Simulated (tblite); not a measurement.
Geometry relaxation, with input and output: C$_{2}$H$_{10}$B$_{2}$GeN (part 3 of 4)

The same run, continued: C$_{2}$H$_{10}$B$_{2}$GeN, multiplicity 2, SMILES NBCB[CH2][GeH2]; GFN2-xTB geometry optimisation, gas phase (tblite 0.8.0). It belongs to a series of runs on one base structure; here: H removed from Ge.

Geometry of the input (Å):
```
N  3.1571  0.4512  0.7427
B  1.9297  0.2579  -0.1763
C  0.8628  -0.8885  0.1258
B  -0.4669  -0.1457  0.5566
C  -1.9255  -0.6272  0.2221
Ge -3.1552  0.8499  0.5841
H  4.0370  0.3294  0.2149
H  3.0734  -0.1884  1.5702
H  1.4945  1.2534  -0.6305
H  1.1796  -1.5776  0.9291
H  0.7544  -1.4860  -0.7940
H  -0.3488  0.9563  0.9751
H  -2.0754  -0.8838  -0.8365
H  -2.2696  -1.4793  0.8463
H  -2.2561  2.0961  0.8649
H  -3.9985  1.0912  -0.6709
```

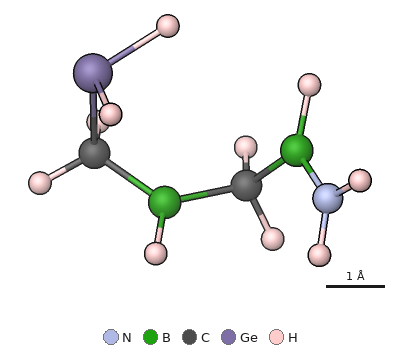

The geometry at step 133 of the log (ball-and-stick view, seen at a tilt).

Trajectory as extended XYZ, continued
```
16
Properties=species:S:1:pos:R:3:forces:R:3 step=101 energy=-453.29033
N     2.5208    0.6743    0.5293    0.0120   0.0210   0.0140
B     1.4189    0.4111   -0.2626    0.0230   0.0080  -0.0020
C     0.6146   -0.9520   -0.0653   -0.0150   0.0200  -0.0020
B    -0.5047   -0.7150    1.0072    0.0060  -0.0040  -0.0110
C    -2.0091   -0.7706    0.6285    0.0040  -0.0340  -0.0070
Ge   -2.3475    1.1145   -0.0371   -0.0130   0.0270   0.0040
H     3.0692    1.5167    0.4730   -0.0280  -0.0200   0.0050
H     2.8396    0.0538    1.2557   -0.0040   0.0000  -0.0130
H     1.1055    1.2148   -1.0586   -0.0100  -0.0200  -0.0110
H     1.3151   -1.7094    0.2885    0.0090  -0.0190   0.0170
H     0.2040   -1.2933   -1.0156    0.0110  -0.0050  -0.0120
H    -0.2108   -0.4702    2.1187    0.0090   0.0050   0.0070
H    -2.2740   -1.4173   -0.2071   -0.0020   0.0010  -0.0050
H    -2.6854   -0.9760    1.4571   -0.0050   0.0090   0.0080
H    -1.4669    2.0899    0.8102   -0.0010   0.0040   0.0030
H    -1.5971    1.2376   -1.3984    0.0040   0.0060   0.0040
16
Properties=species:S:1:pos:R:3:forces:R:3 step=105 energy=-453.29103
N     2.5181    0.6730    0.5337   -0.0110   0.0040  -0.0060
B     1.4216    0.4040   -0.2632   -0.0010  -0.0130  -0.0150
C     0.6191   -0.9604   -0.0694    0.0170  -0.0160   0.0070
B    -0.5008   -0.7123    0.9994   -0.0040  -0.0010  -0.0020
C    -2.0065   -0.7688    0.6246   -0.0050  -0.0010   0.0080
Ge   -2.3548    1.1199   -0.0354    0.0030  -0.0110   0.0230
H     3.0539    1.5227    0.4828    0.0090   0.0070   0.0050
H     2.8445    0.0516    1.2557   -0.0120   0.0030  -0.0040
H     1.1025    1.2032   -1.0607    0.0020   0.0040  -0.0100
H     1.3181   -1.7156    0.2945   -0.0060  -0.0050   0.0050
H     0.2142   -1.3093   -1.0198    0.0110   0.0100   0.0050
H    -0.2018   -0.4553    2.1079   -0.0110  -0.0050  -0.0110
H    -2.2794   -1.4143   -0.2092    0.0140  -0.0040  -0.0040
H    -2.6764   -0.9744    1.4589   -0.0070   0.0120  -0.0040
H    -1.4774    2.0920    0.8185   -0.0020   0.0110   0.0020
H    -1.6025    1.2532   -1.3948    0.0030   0.0050   0.0020
16
Properties=species:S:1:pos:R:3:forces:R:3 step=109 energy=-453.29137
N     2.5141    0.6740    0.5338    0.0010   0.0050  -0.0050
B     1.4220    0.3993   -0.2671   -0.0010   0.0070   0.0000
C     0.6234   -0.9663   -0.0698   -0.0050   0.0080  -0.0020
B    -0.4978   -0.7138    0.9969    0.0040  -0.0030   0.0010
C    -2.0036   -0.7678    0.6247    0.0070   0.0040  -0.0100
Ge   -2.3560    1.1195   -0.0336    0.0040   0.0140  -0.0050
H     3.0476    1.5256    0.4874    0.0040   0.0040  -0.0040
H     2.8402    0.0522    1.2555   -0.0110   0.0030   0.0010
H     1.0996    1.1964   -1.0658    0.0090  -0.0030  -0.0050
H     1.3211   -1.7208    0.2968    0.0010  -0.0090   0.0020
H     0.2205   -1.3134   -1.0211    0.0010  -0.0160   0.0000
H    -0.1996   -0.4554    2.1047   -0.0010  -0.0020   0.0050
H    -2.2763   -1.4149   -0.2081   -0.0030  -0.0050   0.0040
H    -2.6731   -0.9665    1.4606   -0.0100  -0.0130  -0.0030
H    -1.4859    2.0965    0.8222    0.0010   0.0070   0.0060
H    -1.6038    1.2642   -1.3937   -0.0020  -0.0020   0.0140
16
Properties=species:S:1:pos:R:3:forces:R:3 step=113 energy=-453.29160
N     2.5140    0.6752    0.5334    0.0080   0.0040   0.0010
B     1.4245    0.3965   -0.2697    0.0010  -0.0030   0.0020
C     0.6262   -0.9697   -0.0702    0.0010  -0.0070   0.0050
B    -0.4959   -0.7127    0.9954   -0.0030   0.0010  -0.0030
C    -2.0020   -0.7658    0.6229   -0.0040  -0.0060   0.0040
Ge   -2.3612    1.1232   -0.0296    0.0040  -0.0050   0.0020
H     3.0490    1.5263    0.4875   -0.0110  -0.0090  -0.0070
H     2.8368    0.0542    1.2573   -0.0060   0.0050   0.0040
H     1.1037    1.1914   -1.0713    0.0050  -0.0060  -0.0080
H     1.3205   -1.7269    0.3002   -0.0010   0.0240  -0.0030
H     0.2255   -1.3203   -1.0216   -0.0060  -0.0050   0.0090
H    -0.1987   -0.4521    2.1032    0.0020  -0.0040  -0.0030
H    -2.2739   -1.4131   -0.2100    0.0000   0.0050  -0.0090
H    -2.6717   -0.9704    1.4578    0.0040   0.0000  -0.0030
H    -1.4951    2.1044    0.8266    0.0010   0.0000   0.0050
H    -1.6093    1.2687   -1.3884    0.0040   0.0050   0.0040
16
Properties=species:S:1:pos:R:3:forces:R:3 step=117 energy=-453.29189
N     2.5100    0.6770    0.5312   -0.0270  -0.0110  -0.0010
B     1.4238    0.3930   -0.2742   -0.0090  -0.0070  -0.0190
C     0.6280   -0.9744   -0.0692   -0.0070   0.0160  -0.0150
B    -0.4934   -0.7164    0.9966    0.0030   0.0010   0.0010
C    -1.9996   -0.7645    0.6235    0.0050   0.0050  -0.0080
Ge   -2.3599    1.1254   -0.0291   -0.0030  -0.0080   0.0100
H     3.0400    1.5305    0.4863    0.0150   0.0030  -0.0020
H     2.8253    0.0590    1.2605    0.0140   0.0130   0.0170
H     1.1073    1.1809   -1.0844    0.0010  -0.0040  -0.0020
H     1.3269   -1.7265    0.2991    0.0140  -0.0040   0.0260
H     0.2281   -1.3298   -1.0187   -0.0160   0.0010  -0.0040
H    -0.1937   -0.4585    2.1046   -0.0060  -0.0020  -0.0050
H    -2.2718   -1.4103   -0.2104    0.0010   0.0040  -0.0110
H    -2.6717   -0.9680    1.4563    0.0020  -0.0020   0.0090
H    -1.5068    2.1132    0.8330    0.0050  -0.0070   0.0080
H    -1.6001    1.2784   -1.3815    0.0090   0.0030  -0.0040
16
Properties=species:S:1:pos:R:3:forces:R:3 step=121 energy=-453.29254
N     2.5013    0.6790    0.5294   -0.0060   0.0090   0.0060
B     1.4266    0.3822   -0.2872    0.0070   0.0000   0.0010
C     0.6318   -0.9831   -0.0702   -0.0040  -0.0090   0.0110
B    -0.4896   -0.7183    0.9934   -0.0090   0.0000  -0.0020
C    -1.9957   -0.7640    0.6199   -0.0010   0.0030  -0.0050
Ge   -2.3640    1.1310   -0.0173    0.0010   0.0070   0.0020
H     3.0331    1.5312    0.4756    0.0050   0.0030  -0.0050
H     2.8083    0.0777    1.2765   -0.0060   0.0040  -0.0060
H     1.1217    1.1581   -1.1125   -0.0010  -0.0030  -0.0130
H     1.3350   -1.7254    0.3119   -0.0130  -0.0070  -0.0040
H     0.2318   -1.3527   -1.0143    0.0090   0.0060  -0.0010
H    -0.1902   -0.4616    2.1008   -0.0020   0.0080   0.0140
H    -2.2657   -1.4011   -0.2222   -0.0020   0.0110   0.0110
H    -2.6680   -0.9772    1.4515    0.0190   0.0050  -0.0210
H    -1.5282    2.1311    0.8523    0.0020  -0.0350   0.0080
H    -1.5957    1.3022   -1.3640    0.0040  -0.0030   0.0030
16
Properties=species:S:1:pos:R:3:forces:R:3 step=125 energy=-453.29342
N     2.4876    0.6898    0.5315    0.0280   0.0160  -0.0270
B     1.4291    0.3722   -0.2987   -0.0280   0.0040   0.0130
C     0.6316   -0.9917   -0.0677    0.0320   0.0210  -0.0090
B    -0.4909   -0.7226    0.9922    0.0220   0.0360   0.0260
C    -1.9947   -0.7629    0.6119   -0.0110   0.0400   0.0140
Ge   -2.3609    1.1410   -0.0072    0.0080  -0.0520  -0.0080
H     3.0251    1.5381    0.4590   -0.0200  -0.0250   0.0110
H     2.7923    0.1016    1.2906   -0.0250   0.0200  -0.0170
H     1.1344    1.1325   -1.1444    0.0150  -0.0320   0.0170
H     1.3350   -1.7286    0.3240   -0.0070  -0.0150  -0.0170
H     0.2352   -1.3683   -1.0106    0.0130  -0.0050   0.0070
H    -0.1881   -0.4631    2.0999   -0.0340  -0.0040  -0.0180
H    -2.2626   -1.3967   -0.2320   -0.0080   0.0100  -0.0190
H    -2.6702   -0.9779    1.4391   -0.0010  -0.0090   0.0130
H    -1.5294    2.1243    0.8810    0.0120  -0.0150   0.0150
H    -1.5810    1.3212   -1.3452    0.0030   0.0100   0.0000
16
Properties=species:S:1:pos:R:3:forces:R:3 step=129 energy=-453.29715
N     2.4142    0.7376    0.5182   -0.0110  -0.0700  -0.0320
B     1.4201    0.3288   -0.3527    0.0560   0.0170   0.0180
C     0.6420   -1.0351   -0.0648   -0.0110   0.0000   0.0030
B    -0.4870   -0.7371    0.9817    0.0090  -0.0180  -0.0250
C    -1.9898   -0.7499    0.5907    0.0470  -0.0310  -0.0260
Ge   -2.3153    1.1695    0.0259   -0.0160   0.0400   0.0100
H     2.9432    1.5851    0.4089    0.0170   0.0430   0.0010
H     2.6857    0.2152    1.3364   -0.0560   0.0340  -0.0330
H     1.1836    1.0059   -1.2840   -0.0070  -0.0360   0.0490
H     1.3533   -1.7412    0.3660    0.0170  -0.0170  -0.0140
H     0.2640   -1.4637   -0.9934   -0.0100   0.0230   0.0230
H    -0.1923   -0.4890    2.0918   -0.0110   0.0270   0.0220
H    -2.2581   -1.3686   -0.2635   -0.0100   0.0130  -0.0500
H    -2.6739   -0.9743    1.4068   -0.0150   0.0030   0.0530
H    -1.5272    2.0952    1.0122   -0.0020  -0.0120  -0.0030
H    -1.4703    1.4305   -1.2569    0.0050  -0.0150   0.0030
16
Properties=species:S:1:pos:R:3:forces:R:3 step=133 energy=-453.30185
N     2.3624    0.7731    0.4966    0.0070  -0.0240   0.0080
B     1.4248    0.2858   -0.3934    0.0330  -0.0240   0.0010
C     0.6541   -1.0712   -0.0585   -0.0080  -0.0400   0.0310
B    -0.4802   -0.7477    0.9728   -0.0360  -0.0250  -0.0050
C    -1.9797   -0.7429    0.5683    0.0120  -0.0260  -0.0130
Ge   -2.2884    1.1953    0.0626   -0.0130   0.0500   0.0040
H     2.8864    1.6198    0.3584    0.0060   0.0300  -0.0040
H     2.5800    0.3210    1.3694   -0.0180   0.0050   0.0080
H     1.2345    0.8854   -1.3820   -0.0220   0.0140  -0.0270
H     1.3668   -1.7600    0.3984    0.0240   0.0060  -0.0150
H     0.2834   -1.5346   -0.9721   -0.0160   0.0220  -0.0050
H    -0.1994   -0.4961    2.0857    0.0060   0.0290   0.0200
H    -2.2499   -1.3288   -0.3090    0.0070  -0.0050  -0.0090
H    -2.6709   -0.9846    1.3761    0.0150   0.0100  -0.0080
H    -1.5482    2.0840    1.1159    0.0030  -0.0030   0.0120
H    -1.3831    1.5105   -1.1658   -0.0020  -0.0180   0.0020
16
Properties=species:S:1:pos:R:3:forces:R:3 step=136 energy=-453.30529
N     2.3205    0.8011    0.4811   -0.0030  -0.0200   0.0250
B     1.4284    0.2520   -0.4204    0.0030  -0.0200  -0.0120
C     0.6615   -1.1022   -0.0522    0.0140  -0.0060   0.0040
B    -0.4772   -0.7587    0.9667   -0.0140  -0.0020   0.0180
C    -1.9727   -0.7359    0.5488    0.0050   0.0140   0.0000
Ge   -2.2646    1.2178    0.0880    0.0140   0.0220   0.0060
H     2.8375    1.6497    0.3210   -0.0210  -0.0220   0.0060
H     2.4989    0.4017    1.3890   -0.0120   0.0260  -0.0410
H     1.2674    0.7957   -1.4482    0.0040  -0.0050   0.0110
H     1.3780   -1.7777    0.4186    0.0180   0.0160  -0.0110
H     0.2958   -1.5848   -0.9579   -0.0090   0.0140   0.0000
H    -0.2008   -0.4966    2.0798   -0.0100   0.0110  -0.0050
H    -2.2436   -1.2991   -0.3428    0.0110  -0.0220   0.0110
H    -2.6696   -0.9831    1.3501    0.0060  -0.0100  -0.0250
H    -1.5589    2.0679    1.1952    0.0010   0.0080   0.0140
H    -1.3080    1.5613   -1.0932   -0.0060  -0.0040  -0.0010
16
Properties=species:S:1:pos:R:3:forces:R:3 step=140 energy=-453.30464
N     2.2164    0.8619    0.4408   -0.1460  -0.1640   0.1680
B     1.4262    0.1839   -0.4793    0.0860   0.1260   0.0620
C     0.6762   -1.1645   -0.0401    0.0020   0.0330  -0.0440
B    -0.4724   -0.7853    0.9556    0.0200   0.0140   0.0170
C    -1.9590   -0.7180    0.5090    0.0260   0.0340  -0.0030
Ge   -2.1824    1.2662    0.1385    0.0720   0.0190   0.0320
H     2.7090    1.7191    0.2432   -0.0500  -0.0950   0.0050
H     2.3061    0.5774    1.4139   -0.0410   0.0960  -0.4620
H     1.3316    0.6101   -1.5799    0.0720  -0.0650   0.2440
H     1.4065   -1.8081    0.4545   -0.0130   0.0420  -0.0070
H     0.3168   -1.6903   -0.9250    0.0180   0.0120   0.0180
H    -0.2123   -0.5111    2.0704   -0.0070  -0.0130  -0.0100
H    -2.2304   -1.2408   -0.4076    0.0210  -0.0160   0.0520
H    -2.6731   -0.9696    1.2940   -0.0070  -0.0220  -0.0530
H    -1.5580    2.0243    1.3652   -0.0230  -0.0060  -0.0430
H    -1.1090    1.6538   -0.9296   -0.0300   0.0060   0.0260
16
Properties=species:S:1:pos:R:3:forces:R:3 step=144 energy=-453.31058
N     2.2302    0.8497    0.4458   -0.0460  -0.0090   0.0770
B     1.4230    0.1980   -0.4683   -0.0130   0.0030  -0.0080
C     0.6724   -1.1508   -0.0424   -0.0180   0.0120  -0.0120
B    -0.4733   -0.7817    0.9601    0.0210   0.0050   0.0150
C    -1.9606   -0.7200    0.5171    0.0160   0.0150   0.0040
Ge   -2.1882    1.2578    0.1288    0.0100  -0.0010   0.0090
H     2.7265    1.7048    0.2562   -0.0140  -0.0320  -0.0060
H     2.3344    0.5445    1.4021   -0.0010   0.0170  -0.1140
H     1.3201    0.6475   -1.5498    0.0310  -0.0210   0.0490
H     1.4040   -1.7977    0.4443   -0.0030   0.0150   0.0040
H     0.3098   -1.6680   -0.9298    0.0090  -0.0020  -0.0070
H    -0.2125   -0.5141    2.0756    0.0040  -0.0030   0.0030
H    -2.2300   -1.2544   -0.3924    0.0130  -0.0080   0.0130
H    -2.6745   -0.9699    1.3019   -0.0090  -0.0170  -0.0220
H    -1.5535    2.0333    1.3315   -0.0010   0.0090  -0.0040
H    -1.1356    1.6299   -0.9572    0.0000   0.0190  -0.0030
16
Properties=species:S:1:pos:R:3:forces:R:3 step=148 energy=-453.31411
N     2.1629    0.8789    0.4227   -0.0740   0.0110  -0.0060
B     1.4126    0.1673   -0.4961    0.0110   0.0260   0.0400
C     0.6766   -1.1778   -0.0375   -0.0200  -0.0010   0.0030
B    -0.4684   -0.7979    0.9610    0.0060   0.0040   0.0030
C    -1.9491   -0.7080    0.5001    0.0180  -0.0090   0.0150
Ge   -2.1297    1.2825    0.1521    0.0040  -0.0030  -0.0010
H     2.6472    1.7356    0.2158    0.0140   0.0050  -0.0270
H     2.2269    0.6266    1.3955    0.0000  -0.0300  -0.0330
H     1.3545    0.5605   -1.6013    0.0250  -0.0090   0.0250
H     1.4226   -1.8036    0.4550   -0.0190  -0.0010   0.0070
H     0.3154   -1.7157   -0.9129    0.0120  -0.0150  -0.0090
H    -0.2195   -0.5342    2.0797    0.0250  -0.0100   0.0070
H    -2.2151   -1.2315   -0.4163    0.0200   0.0230  -0.0220
H    -2.6790   -0.9583    1.2691   -0.0150  -0.0030   0.0130
H    -1.5478    2.0191    1.4092    0.0000  -0.0100  -0.0300
H    -1.0178    1.6653   -0.8725   -0.0070   0.0210   0.0160
16
Properties=species:S:1:pos:R:3:forces:R:3 step=152 energy=-453.31804
N     2.0473    0.9299    0.3842   -0.0240  -0.0040  -0.0730
B     1.4019    0.1171   -0.5291    0.0280   0.0070  -0.0180
C     0.6837   -1.2223   -0.0248    0.0230  -0.0130  -0.0120
B    -0.4590   -0.8188    0.9650   -0.0110  -0.0030  -0.0100
C    -1.9247   -0.6904    0.4716   -0.0210  -0.0120   0.0030
Ge   -2.0548    1.3176    0.1965   -0.0170   0.0060  -0.0230
H     2.5358    1.7731    0.1371    0.0170   0.0290   0.0030
H     2.0555    0.7498    1.3733   -0.0090  -0.0130   0.0310
H     1.4348    0.4137   -1.6668   -0.0120  -0.0020   0.0600
H     1.4447   -1.8217    0.4780   -0.0220   0.0010   0.0130
H     0.3330   -1.7914   -0.8857   -0.0070   0.0020   0.0300
H    -0.2232   -0.5526    2.0863    0.0340  -0.0310  -0.0050
H    -2.1734   -1.1811   -0.4686    0.0170   0.0480   0.0130
H    -2.6836   -0.9458    1.2110    0.0010  -0.0030   0.0050
H    -1.5587    1.9969    1.5220    0.0090  -0.0230  -0.0250
H    -0.8669    1.7350   -0.7264   -0.0070   0.0100   0.0090
16
Properties=species:S:1:pos:R:3:forces:R:3 step=156 energy=-453.31909
N     2.0479    0.9315    0.3855    0.0020  -0.0170  -0.0060
B     1.4016    0.1190   -0.5272    0.0150  -0.0020  -0.0020
C     0.6852   -1.2232   -0.0260    0.0000   0.0010  -0.0050
B    -0.4571   -0.8188    0.9647    0.0050  -0.0080  -0.0020
C    -1.9242   -0.6898    0.4755    0.0020   0.0220   0.0010
Ge   -2.0603    1.3158    0.1884   -0.0120   0.0040  -0.0040
H     2.5416    1.7740    0.1428   -0.0140  -0.0020   0.0020
H     2.0625    0.7418    1.3741   -0.0050   0.0080  -0.0150
H     1.4258    0.4213   -1.6617   -0.0070   0.0040   0.0160
H     1.4425   -1.8261    0.4773   -0.0060   0.0060   0.0140
H     0.3319   -1.7917   -0.8859    0.0010   0.0090   0.0130
H    -0.2136   -0.5585    2.0859    0.0110  -0.0200  -0.0040
H    -2.1728   -1.1768   -0.4659   -0.0010   0.0050   0.0160
H    -2.6808   -0.9419    1.2185   -0.0010  -0.0150  -0.0170
H    -1.5631    1.9947    1.5102    0.0090  -0.0010  -0.0030
H    -0.8746    1.7377   -0.7328    0.0000   0.0060  -0.0050
16
Properties=species:S:1:pos:R:3:forces:R:3 step=160 energy=-453.31949
N     2.0414    0.9313    0.3831    0.0080  -0.0010  -0.0100
B     1.4004    0.1161   -0.5307    0.0080   0.0020   0.0130
C     0.6870   -1.2254   -0.0263   -0.0050  -0.0020   0.0100
B    -0.4534   -0.8226    0.9667    0.0060   0.0020  -0.0020
C    -1.9198   -0.6851    0.4778    0.0000  -0.0010  -0.0090
Ge   -2.0593    1.3192    0.1849   -0.0070  -0.0010   0.0050
H     2.5318    1.7760    0.1421   -0.0100   0.0010  -0.0010
H     2.0524    0.7429    1.3715   -0.0030   0.0030   0.0010
H     1.4255    0.4189   -1.6642   -0.0070   0.0010  -0.0040
H     1.4449   -1.8246    0.4798    0.0070  -0.0080   0.0050
H     0.3329   -1.7971   -0.8831    0.0020   0.0010  -0.0030
H    -0.2061   -0.5732    2.0893    0.0000  -0.0070   0.0020
H    -2.1675   -1.1753   -0.4620    0.0000   0.0100  -0.0070
H    -2.6778   -0.9399    1.2180   -0.0040   0.0010   0.0030
H    -1.5683    1.9994    1.5080    0.0080   0.0020   0.0030
H    -0.8717    1.7483   -0.7312   -0.0030  -0.0030  -0.0070
```
